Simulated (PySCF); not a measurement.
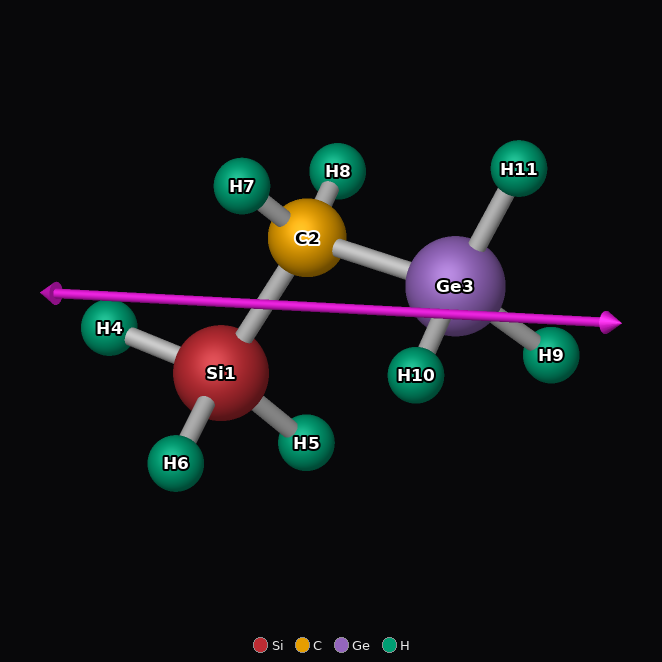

The double arrow shows the direction of the transition dipole to excited singlet state 8 (its length means nothing). The geometry was computed by an optimisation with PBE0-D3(BJ)/def2-SVP. No frequency run is at hand to confirm it as a minimum. Properties computed with TDDFT B3LYP/def2-SVPD, vertical, gas phase, core orbitals frozen in the response (PySCF 2.14.0).

Question. Where does the transition lie, and how strong is it?

Answer. 8.34 eV (149 nm), oscillator strength 0.027, mainly HOMO → LUMO+3 (weight 0.86); transition dipole 0.93 D.
